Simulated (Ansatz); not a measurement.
**SiHF+ (doublet): wave-function methods side by side, cc-pVDZ**

Aim: climb from Hartree-Fock through coupled cluster for SiHF+ (doublet) at one geometry and basis, and see what each rung misses.

Method: cc-pVDZ, core rule «outside noble gas», up to 6 orbitals frozen; program: Ansatz 0.2.0, Gaussian basis.

The runs, in order: UHF; CCSD(T) on ROHF; CCSD(T) on UHF; BCCD(T) on ROHF; CISD; CCSDT(Q) on ROHF; CCSDT(Q) on UHF.

37 further runs of the same task are left out: 14 for a known fault of the program, 12 that didn't finish, 11 set aside as unsound or not needed.

## Step 1: The geometry

The geometry is a PBE0/def2-TZVP stationary point (not a proven minimum) of the parent state, kept for this charge and spin.

3 atoms, charge 1, spin multiplicity 2.

Atoms are counted from 1 here; the program's logs count them from 0.

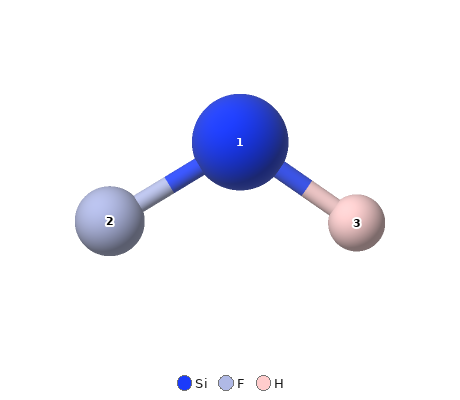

The structure; silicon blue, fluorine light blue, hydrogen pink; atoms are numbered from 1 in the order of the file.

In the tables R marks a restricted open-shell determinant and U an unrestricted one; energies count from the table's Hartree-Fock row.

## Step 2: UHF

The input, in.yaml:

```yaml
crystal:
  periodic: [false, false, false]
  atoms:
    - {symbol: Si, position_ang: [0.000000, -0.099697, 0.614355]}
    - {symbol: F, position_ang: [0.000000, 0.084478, -0.981128]}
    - {symbol: H, position_ang: [0.000000, 1.185681, 1.374490]}
basis:
  gaussian: {orbitals: cc-pVDZ}
total_charge: 1
magnetization: {spin_polarized: true, initial_magnetization: 1}
hamiltonian: {xc: hf}
output: {orbitals: {seedname: orbitals}}
```

Launch:

```sh
> ansatz run in.yaml --threads 1 --pin off --events-out ev --progress --plain --max-ram 2393MiB
```

The log of the run:

```text
Functional definition: HF
  name "HF"
  cite "Fock, Z. Phys. 61, 126 (1930) doi:10.1007/BF01340294"
  parent pbe
  exchange = exact_x
  correlation = 0
357 factors; integrals over basis functions are off by at most 1.0e-3 eV
mean field evaluation 1: about -10567.7951 eV, gradient 4.5e1 eV
mean field evaluation 2: about -10567.8494 eV, gradient 4.4e1 eV
mean field evaluation 4: about -10575.0965 eV, gradient 2.5e0 eV
mean field evaluation 8: about -10575.2261 eV, gradient 3.2e-1 eV
mean field evaluation 16: about -10568.3875 eV, gradient 1.5e1 eV
mean field evaluation 32: about -10567.1705 eV, gradient 6.7e0 eV
mean field -10575.22924487 eV, -388.6325066012 hartree, gradient 5.6e-5 eV, S^2 0.763634; 0 other end points of the search recorded, 0 dependent functions left out
reference -10575.22924487 eV, -388.6325066012 hartree; 12, 11 occupied and 25, 26 virtual orbitals, 357 factors
Total energy: -10575.22924487 eV, -388.6325066012 hartree
```

It took 0.24 s on 1 thread of Arm Neoverse V2, shared host.

From the report: ⟨S²⟩ of the determinant 0.764 (pure doublet: 0.75).

## Step 3: CCSD(T) on ROHF

Edit in.yaml of step 2 so:

```diff
@@ -9,4 +9,4 @@
 total_charge: 1
-magnetization: {spin_polarized: true, initial_magnetization: 1}
-hamiltonian: {xc: hf}
-output: {orbitals: {seedname: orbitals}}
+magnetization: {spin_polarized: false, initial_magnetization: 1}
+correlation: {method: ccsd_t, electrons: outside_noble_gas}
+output: {forces: true}
```

Launched as before.

The log of the run, shortened:

```text
Functional definition: HF
  name "HF"
  cite "Fock, Z. Phys. 61, 126 (1930) doi:10.1007/BF01340294"
  parent pbe
[...]
357 factors; integrals over basis functions are off by at most 1.0e-3 eV
[...]
mean field -10575.14338973 eV, -388.6293514829 hartree, gradient 5.9e-6 eV, S^2 0.750000; 3 other end points of the search recorded, 0 dependent functions left out
[...]
6 core orbitals not correlated: weight in the atoms' cores, before any rotation towards them, 1.000 or more for the frozen orbitals, at most 0.000 for the correlated occupied ones
reference -10575.14338973 eV, -388.6293514829 hartree; 6, 5 occupied and 25, 26 virtual orbitals, 357 factors
second order -6.84182936 eV of doubles, -0.03857287 eV of singles
cycle   1  -6.91655431 eV  change   -3.5e-2 eV  update   9.0e-2
[...]
cycle  13  -7.25200131 eV  change    9.0e-7 eV  update   1.6e-6
perturbative correction -0.16111170 eV, -0.0059207457 hartree
[...]
Total energy: -10582.55650274 eV, -388.9017783613 hartree
Atom 0 at     0.000000    -0.099697     0.614355 Å, force     0.000000    -0.351018    -0.388812 eV/Å
Atom 1 at     0.000000     0.084478    -0.981128 Å, force    -0.000000    -0.028874     0.149774 eV/Å
Atom 2 at     0.000000     1.185681     1.374490 Å, force    -0.000000     0.379893     0.239038 eV/Å
Dipole moment:    -0.000000    -0.047654     0.840690 e Å
```

Run time: 1.5 s. Hardware: 1 thread of Arm Neoverse V2, shared host.

From the report: correlation -7.4131 eV; T1 0.029; largest double amplitude 0.05.

## Step 4: CCSD(T) on UHF

Edit in.yaml of step 3 so:

```diff
@@ -9,3 +9,3 @@
 total_charge: 1
-magnetization: {spin_polarized: false, initial_magnetization: 1}
+magnetization: {spin_polarized: true, initial_magnetization: 1}
 correlation: {method: ccsd_t, electrons: outside_noble_gas}
```

The command is unchanged.

The log of the run, shortened:

```text
Functional definition: HF
  name "HF"
  cite "Fock, Z. Phys. 61, 126 (1930) doi:10.1007/BF01340294"
  parent pbe
[...]
357 factors; integrals over basis functions are off by at most 1.0e-3 eV
[...]
mean field -10575.22924487 eV, -388.6325066012 hartree, gradient 3.0e-6 eV, S^2 0.763634; 1 other end points of the search recorded, 0 dependent functions left out
determinant -10575.22924487 eV, -388.6325066012 hartree, with singles and doubles -10582.39651417 eV, -388.8958988897 hartree
determinant -10571.90864458 eV, -388.5104767912 hartree, with singles and doubles -10579.18577923 eV, -388.7779065572 hartree
6 core orbitals not correlated: weight in the atoms' cores, before any rotation towards them, 1.000 or more for the frozen orbitals, at most 0.000 for the correlated occupied ones
reference -10575.22924487 eV, -388.6325066012 hartree; 6, 5 occupied and 25, 26 virtual orbitals, 357 factors
second order -6.81624553 eV of doubles, -0.00000000 eV of singles
cycle   1  -7.16858128 eV  change   -1.3e-3 eV  update   1.3e-3
[...]
cycle   9  -7.16931263 eV  change    1.8e-6 eV  update   7.0e-7
perturbative correction -0.15893647 eV, -0.0058408074 hartree
[...]
Total energy: -10582.55749397 eV, -388.9018147884 hartree
Atom 0 at     0.000000    -0.099697     0.614355 Å, force     0.000000    -0.354076    -0.390980 eV/Å
Atom 1 at     0.000000     0.084478    -0.981128 Å, force    -0.000000    -0.028952     0.150028 eV/Å
Atom 2 at     0.000000     1.185681     1.374490 Å, force     0.000000     0.383028     0.240952 eV/Å
Dipole moment:    -0.000000    -0.047657     0.840862 e Å
```

Wall time 1.8 s (1 thread of Arm Neoverse V2, shared host).

From the report: ⟨S²⟩ of the determinant 0.764 (pure doublet: 0.75); correlation -7.3282 eV; T1 0.023; largest double amplitude 0.05.

## Step 5: BCCD(T) on ROHF

Edit in.yaml of step 4 so:

```diff
@@ -9,4 +9,3 @@
 total_charge: 1
-magnetization: {spin_polarized: true, initial_magnetization: 1}
-correlation: {method: ccsd_t, electrons: outside_noble_gas}
-output: {forces: true}
+magnetization: {spin_polarized: false, initial_magnetization: 1}
+correlation: {method: bccd_t, electrons: outside_noble_gas}
```

Launched as before.

The log of the run, shortened:

```text
Functional definition: HF
  name "HF"
  cite "Fock, Z. Phys. 61, 126 (1930) doi:10.1007/BF01340294"
  parent pbe
[...]
357 factors; integrals over basis functions are off by at most 1.0e-3 eV
[...]
mean field -10575.14338973 eV, -388.6293514829 hartree, gradient 5.9e-6 eV, S^2 0.750000; 3 other end points of the search recorded, 0 dependent functions left out
[...]
6 core orbitals not correlated: weight in the atoms' cores, before any rotation towards them, 1.000 or more for the frozen orbitals, at most 0.000 for the correlated occupied ones
reference -10575.14338973 eV, -388.6293514829 hartree; 6, 5 occupied and 25, 26 virtual orbitals, 357 factors
second order -6.84182936 eV of doubles, -0.03857287 eV of singles
cycle   1  -6.91562382 eV  change   -3.4e-2 eV  update   9.0e-2
[...]
cycle  12  -7.22104135 eV  change   -6.8e-6 eV  update   4.7e-6
perturbative correction -0.19806475 eV, -0.0072787454 hartree
Total energy: -10582.56249583 eV, -388.9019986034 hartree
```

It took 0.9 s on 1 thread of Arm Neoverse V2, shared host.

From the report: correlation -7.4191 eV; largest double amplitude 0.05.

## Step 6: CISD

Edit in.yaml of step 5 so:

```diff
@@ -10,2 +10,2 @@
 magnetization: {spin_polarized: false, initial_magnetization: 1}
-correlation: {method: bccd_t, electrons: outside_noble_gas}
+correlation: {active_space: {ras: {orbitals: [5, 1, 25], electrons: 11, max_holes: 2, max_particles: 2}, fixed_orbitals: true}}
```

The command is unchanged.

The log of the run:

```text
Functional definition: HF
  name "HF"
  cite "Fock, Z. Phys. 61, 126 (1930) doi:10.1007/BF01340294"
  parent pbe
  exchange = exact_x
  correlation = 0
357 factors; integrals over basis functions are off by at most 1.0e-3 eV
mean field evaluation 1: about -10567.7430 eV, gradient 6.2e1 eV
mean field evaluation 2: about -10567.7959 eV, gradient 6.2e1 eV
mean field evaluation 4: about -10574.9388 eV, gradient 5.1e0 eV
mean field evaluation 8: about -10575.1414 eV, gradient 3.4e-1 eV
mean field evaluation 16: about -10568.4125 eV, gradient 1.8e1 eV
mean field -10575.14338973 eV, -388.6293514829 hartree, gradient 5.9e-6 eV, S^2 0.750000; 3 other end points of the search recorded, 0 dependent functions left out
reference -10575.14338973 eV, -388.6293514829 hartree; 12, 11 occupied and 25, 26 virtual orbitals, 357 factors
state -10581.95314061 eV, -388.8796052120 hartree
Total energy: -10581.95314061 eV, -388.8796052120 hartree
```

Wall time 0.9 s (1 thread of Arm Neoverse V2, shared host).

From the report: 21,528 determinants.

## Step 7: CCSDT(Q) on ROHF

Edit in.yaml of step 6 so:

```diff
@@ -10,2 +10,2 @@
 magnetization: {spin_polarized: false, initial_magnetization: 1}
-correlation: {active_space: {ras: {orbitals: [5, 1, 25], electrons: 11, max_holes: 2, max_particles: 2}, fixed_orbitals: true}}
+correlation: {method: ccsdt_q, electrons: outside_noble_gas}
```

Launched as before.

The log of the run, shortened:

```text
Functional definition: HF
  name "HF"
  cite "Fock, Z. Phys. 61, 126 (1930) doi:10.1007/BF01340294"
  parent pbe
[...]
654 factors; integrals over basis functions are off by at most 1.6e-7 eV
[...]
mean field -10575.14349542 eV, -388.6293553670 hartree, gradient 4.9e-6 eV, S^2 0.750000; 3 other end points of the search recorded, 0 dependent functions left out
[...]
6 core orbitals not correlated: weight in the atoms' cores, before any rotation towards them, 1.000 or more for the frozen orbitals, at most 0.000 for the correlated occupied ones
reference -10575.14349542 eV, -388.6293553670 hartree; 6, 5 occupied and 25, 26 virtual orbitals, 654 factors
second order -6.84185822 eV of doubles, -0.03857297 eV of singles
cycle   1  -6.91656641 eV  change   -3.5e-2 eV  update   9.7e-2
[...]
cycle  17  -7.43259123 eV  change   -6.5e-7 eV  update   1.3e-6
perturbative correction -0.01191384 eV, -0.0004378256 hartree
Total energy: -10582.58800049 eV, -388.9029358821 hartree
```

Wall time 13 s (1 thread of Arm Neoverse V2, shared host); peak memory 0.31 GiB.

From the report: correlation -7.4445 eV; T1 0.029; largest double amplitude 0.06.

## Step 8: CCSDT(Q) on UHF

Edit in.yaml of step 7 so:

```diff
@@ -9,3 +9,3 @@
 total_charge: 1
-magnetization: {spin_polarized: false, initial_magnetization: 1}
+magnetization: {spin_polarized: true, initial_magnetization: 1}
 correlation: {method: ccsdt_q, electrons: outside_noble_gas}
```

Launched as before.

The log of the run, shortened:

```text
Functional definition: HF
  name "HF"
  cite "Fock, Z. Phys. 61, 126 (1930) doi:10.1007/BF01340294"
  parent pbe
[...]
654 factors; integrals over basis functions are off by at most 1.6e-7 eV
[...]
mean field -10575.22935088 eV, -388.6325104970 hartree, gradient 2.4e-6 eV, S^2 0.763634; 1 other end points of the search recorded, 0 dependent functions left out
determinant -10575.22935088 eV, -388.6325104970 hartree, with singles and doubles -10582.39663193 eV, -388.8959032173 hartree
determinant -10571.90876392 eV, -388.5104811770 hartree, with singles and doubles -10579.18590461 eV, -388.7779111645 hartree
6 core orbitals not correlated: weight in the atoms' cores, before any rotation towards them, 1.000 or more for the frozen orbitals, at most 0.000 for the correlated occupied ones
reference -10575.22935088 eV, -388.6325104970 hartree; 6, 5 occupied and 25, 26 virtual orbitals, 654 factors
second order -6.81627383 eV of doubles, -0.00000000 eV of singles
cycle   1  -6.84452242 eV  change   -2.8e-2 eV  update   9.6e-2
[...]
cycle  17  -7.34713722 eV  change   -3.7e-7 eV  update   1.1e-6
perturbative correction -0.01750919 eV, -0.0006434508 hartree
Total energy: -10582.59399729 eV, -388.9031562604 hartree
```

It took 11 s on 1 thread of Arm Neoverse V2, shared host.

From the report: ⟨S²⟩ of the determinant 0.764 (pure doublet: 0.75); correlation -7.3646 eV; T1 0.023; largest double amplitude 0.06.

## Step 9: All levels against the top one

The yardstick is UCCSDT(Q), where the cluster series has nearly closed. Rows without a time come out of other runs: HF, MP2 and CCSD of CCSD(T), CCSDT of CCSDT(Q). The times of RCCSD(T), UCCSD(T) include forces.

Differences are taken before rounding.

```csv
method,energy from the lowest RHF (kJ/mol),from UCCSDT(Q) (kJ/mol),time
RHF,0.0,+718.9,
UHF,-8.3,+710.6,
RMP2,-663.9,+55.0,
UMP2,-666.0,+52.9,
CISD,-657.0,+61.8,0.9 s
RCCSD,-699.7,+19.2,
UCCSD,-700.0,+18.9,
RCCSD(T),-715.3,+3.6,1.5 s
UCCSD(T),-715.4,+3.5,1.8 s
BCCD(T),-715.8,+3.0,0.9 s
RCCSDT,-717.1,+1.7,
UCCSDT,-717.2,+1.7,
RCCSDT(Q),-718.3,+0.6,13 s
UCCSDT(Q),-718.9,0,11 s
```

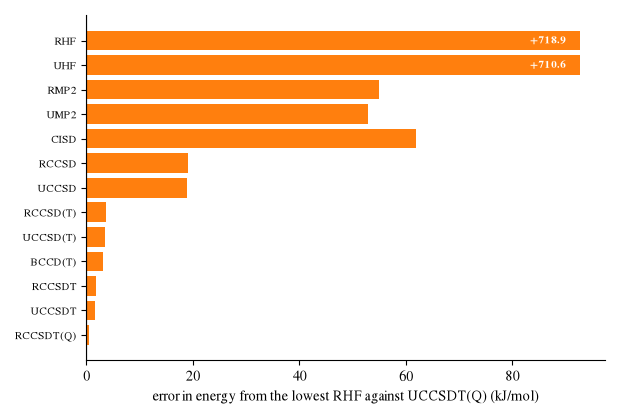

Deviations from UCCSDT(Q), method by method. Bars with a number in them are cut short.

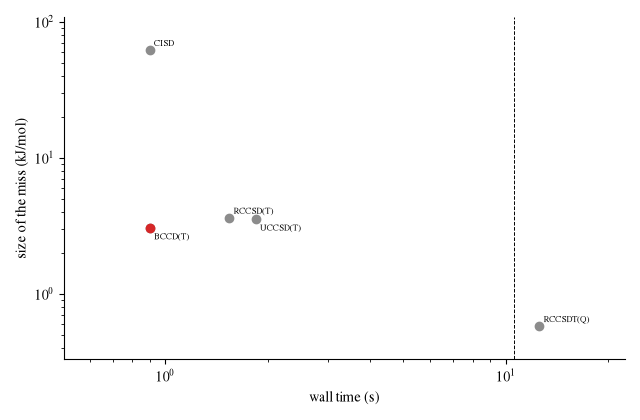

Miss against cost. Red marks the levels that no quicker level drawn beats (of those quicker than the yardstick), and the dashed line is the time of UCCSDT(Q). Times are from a shared host.

## Step 10: Outcome

| quantity | value |
| --- | --- |
| UCCSDT(Q) below the RHF energy | -7.4506 eV |
| RMP2 from UCCSDT(Q) | +55.0 kJ/mol |
| UMP2 from UCCSDT(Q) | +52.9 kJ/mol |
| RCCSD from UCCSDT(Q) | +19.2 kJ/mol |
| RCCSD(T) from UCCSDT(Q) | +3.6 kJ/mol |
| UCCSD(T) from UCCSDT(Q) | +3.5 kJ/mol |
| RCCSDT(Q) from UCCSDT(Q) | +0.6 kJ/mol |
| levels within 1 kcal/mol (43 meV) | RCCSD(T), UCCSD(T), BCCD(T), RCCSDT, UCCSDT, RCCSDT(Q) |
| T1 diagnostic | 0.029 |

What this shows: RCCSD(T) lands +3.6 kJ/mol from the yardstick (0.5 % of the correlation energy). These misses are within one basis, not against nature; the frozen cores of restricted and unrestricted runs differ, which can shift their rows.

BCCD(T) reaches 3.0 kJ/mol from the reference in 0.9 s, where UCCSDT(Q) took 11 s.
